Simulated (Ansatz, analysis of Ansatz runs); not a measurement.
# MgH2 (Pbcn), nudged elastic band: V_H hop (2.6 Å) (q = +1), part 2 of 4

Aim: the barrier of one jump in MgH2 (Pbcn) at charge +1: V_H hop (2.6 Å). The model is a cell of 192 host atoms with 1 H taken out; H is the atom that moves.

Ansatz 0.2.0; plane-wave PAW DFT, PBEsol; nudged elastic band between two relaxed defect structures at fixed charge in a uniform background.

So far: Starting point; Relaxation of the start point, charge +1.

**3. Relaxation of the end point, charge +1**

Level of this step: plane-wave PAW DFT, PBEsol; relaxation of all atoms of a defect supercell at fixed charge in a uniform background (Ansatz).

The end point is relaxed in the same cell and settings, so that the two energies compare. Atoms more than 3.2 Å from the middle of the hop start where the first relaxation left them, the nearer ones on or close to their ideal places, with small random displacements.

The input, qp1_c192k1s.end/input.yaml:

```yaml
crystal:
  lattice:
    - [0.0, 10.78733868, 9.78929187]
    - [8.95206104, 0.0, 9.78929187]
    - [8.95206104, 10.78733868, 0.0]
  atoms:
    - { symbol: Mg, position: [0.01972122, 0.35565514, 0.39436466] }
    - { symbol: Mg, position: [0.26990653, 0.10323876, 0.14657759] }
[... 27 atom lines left out ...]
    - { symbol: Mg, position: [0.47988296, 0.14511704, 0.60488296] }
[... 3 atom lines left out ...]
    - { symbol: H, position: [0.39625787, 0.31429225, 0.55070569] }
[... 62 atom lines left out ...]
    - { symbol: Mg, position: [0.52011704, 0.35488296, 0.39511704] }
[... 3 atom lines left out ...]
    - { symbol: Mg, position: [0.72988296, 0.39511704, 0.35488296] }
[... 2 atom lines left out ...]
    - { symbol: Mg, position: [0.77011704, 0.10488296, 0.39511704] }
[... 6 atom lines left out ...]
    - { symbol: H, position: [0.67570569, 0.36374419, 0.27125787] }
[... 3 atom lines left out ...]
    - { symbol: H, position: [0.81070775, 0.22874213, 0.38625581] }
[... 2 atom lines left out ...]
    - { symbol: H, position: [0.575263, 0.384643, 0.479203] }
[... 7 atom lines left out ...]
    - { symbol: Mg, position: [0.52011704, 0.35488296, 0.64511704] }
[... 3 atom lines left out ...]
    - { symbol: H, position: [0.73874419, 0.05070569, 0.56429225] }
[... 1 atom line left out ...]
    - { symbol: H, position: [0.68929225, 0.27125787, 0.61374419] }
[... 7 atom lines left out ...]
    - { symbol: H, position: [0.51125581, 0.19929431, 0.68570775] }
[... 50 atom lines left out ...]
    - { symbol: H, position: [0.85276336, 0.93644856, 0.69923802] }
total_charge: 1
basis:
  ecutwfc: 420
  xc_grid: 2
hamiltonian:
  xc: pbesol
kpoints:
  mp_grid: { grid: [1, 1, 1], shift: [0.25, 0.25, 0.25] }
scf:
  occupations: { method: fixed }
  max_iter: 120
output:
  forces: true
relax:
  f_tol: 0.02
  max_steps: 70
  random_displacement: { amplitude: 0.01, seed: 9898 }
```

Started as:

```sh
$ ansatz run input.yaml --threads 32 --pin off --max-ram 84787MiB --backend cuda --events-out ev --progress --plain --runs-dir out --max-vram 78GiB
```

Numbers of over 12 decimals in the logs are rounded to 6 here.

The log of the run:

```text
[...]
Crystal: 191 atoms, lattice volume = 1890.683 Å³
Basis set: ecut = 420 eV, 36997 PW (Γ), exchange–correlation on 200×180×192 points (8 copies of the dense FFT grid, shifted against one another)
Bands: 574, of which v1, the nominal top of the filled ones, is band 383 counted from 1 (382 counted from 0)
Symmetry: 1 space group operations
k-points: 1
[...]
SCF iter   1: F=—  HF=-124396.758606 eV  |F-HF|=—  |Δ(HF+E_count)|=         —  Δρ=7.65e-3  dr2=1.32e0  ethr=1.77e-3  ⟨swp⟩=4.0  Hψ=1567  notcnv=0  defer=188
[...]
SCF iter   4: F=—  HF=-124396.322974 eV  |F-HF|=—  |Δ(HF+E_count)|=   1.90e-3  Δρ=1.25e-4  dr2=4.20e-4  ethr=6.34e-7  ⟨swp⟩=2.0  Hψ=824  notcnv=0  defer=118
[...]
SCF iter   6: F=-124396.323095 eV  HF=-124396.323095 eV  |F-HF|=5.01e-8  |Δ(HF+E_count)|=   6.13e-7  Δρ=5.52e-6  dr2=6.30e-7  ethr=1.19e-9  ⟨swp⟩=3.0  Hψ=1273  notcnv=0
[...]
- { symbol: H, position: [0.810076, 0.228971, 0.886564] }
    - { symbol: H, position: [0.513857, 0.197478, 0.683897] }
    - { symbol: H, position: [0.759223, 0.449825, 0.936897] }
[...]
- { symbol: Mg, position: [0.519617, 0.855574, 0.395548] }
    - { symbol: Mg, position: [0.768865, 0.604022, 0.146290] }
    - { symbol: Mg, position: [0.729810, 0.894789, 0.104191] }
    - { symbol: Mg, position: [0.979800, 0.645036, 0.355243] }
    - { symbol: Mg, position: [0.729570, 0.894061, 0.354792] }
    - { symbol: Mg, position: [0.979363, 0.644992, 0.105148] }
    - { symbol: Mg, position: [0.520391, 0.856759, 0.142657] }
    - { symbol: Mg, position: [0.769923, 0.603838, 0.395266] }
[...]
- { symbol: Mg, position: [0.730234, 0.895653, 0.853402] }
    - { symbol: Mg, position: [0.977148, 0.644912, 0.607752] }
    - { symbol: Mg, position: [0.518916, 0.854577, 0.644787] }
    - { symbol: Mg, position: [0.768952, 0.605186, 0.895671] }
[...]
- { symbol: H, position: [0.511616, 0.699054, 0.685498] }
    - { symbol: H, position: [0.760880, 0.949801, 0.934847] }
    - { symbol: H, position: [0.602853, 0.686296, 0.949785] }
    - { symbol: H, position: [0.853212, 0.936126, 0.696754] }
[key lines of the parts left out:]
SCF converged after 6 iterations
```

It took 3 s on 1 × NVIDIA GB200 with 32 threads of Arm Neoverse V2, shared host; peak memory 1.5 GiB; 14 s of CPU time.

Relaxation path:

```tsv
step	energy less that of the first step (eV)	largest force component (eV/Å)
1	0.0000	1.2042
2	-0.7794	0.2193
3	-0.9512	0.0677
4	-0.9636	0.0060
```

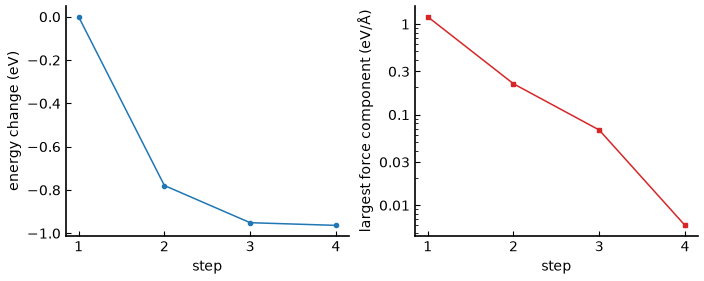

Energy and largest force along the relaxation.

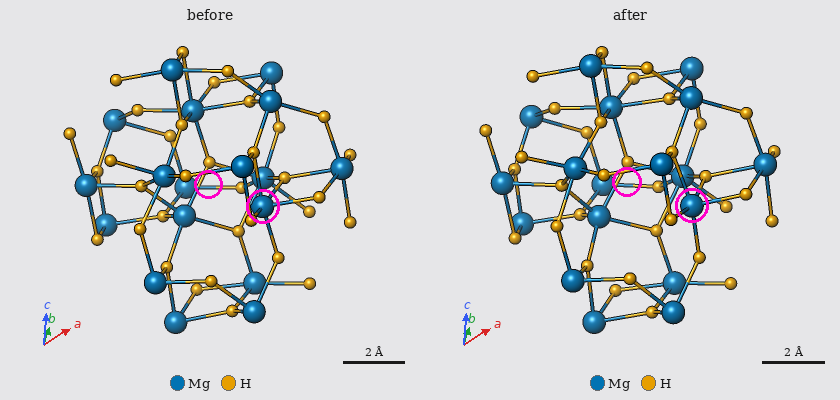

Before and after: the atoms that start within 5 Å of the centre. Mg104, which moves most, is ringed if it is among them. A ring with no atom in it marks the empty centre.

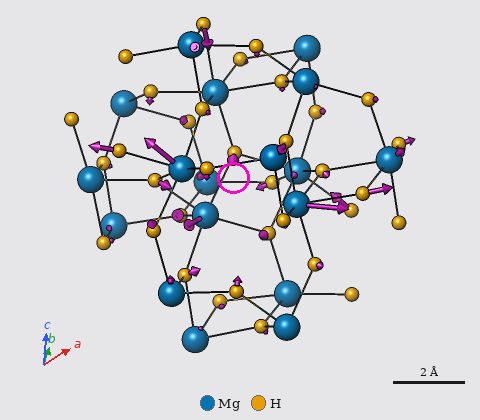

Displacements in the relaxation from the typed sites near the centre, exaggerated; the longest in the cell stands for 0.33 Å. A ring marks the centre wherever it is empty.

The atoms that moved most (Å, from the sites as typed, ahead of the random displacement):

```tsv
atom	dx	dy	dz	length
Mg104	-0.240	0.203	0.115	0.335
Mg30	0.186	0.063	-0.234	0.305
Mg97	0.111	-0.210	0.078	0.250
H119	0.097	0.056	-0.161	0.196
H42	0.095	-0.054	-0.162	0.195
H110	-0.084	0.141	0.100	0.192
H36	-0.084	-0.141	0.099	0.192
H118	-0.106	0.003	-0.106	0.150
```

Neighbours of H118 at the end:

```tsv
atom	distance (Å)
Mg126	1.920
Mg101	1.954
Mg97	2.001
H111	2.422
H34	2.575
H132	2.670
H152	2.764
H140	2.804
H115	2.810
H62	2.822
```

Numbers from this step:

```yaml
free_energy: -124397.2867 eV
r_m_s_move_of_the_farther_half_of_the_atoms: 0.01753 Å
largest_move_from_the_ideal_geometry_of_this_structure_a_common_shift_of_the_far_atoms_taken_out: 0.3362 Å
```

The relaxation gained 0.964 eV and ended with a largest force component of 0.0060 eV/Å. The end lies within 1 meV of the start.

(Continued in part 3 of 4.)

[Logs are printed without paths, hosts, clocks, repeated set-up lines and the standing remarks that a program may print on its own settings, such as how far it seeks lower states.]

[Hosts, paths, dates, database ids (printed as entryN), source tags and the programs' standing remarks are cut or masked in the printed files.]
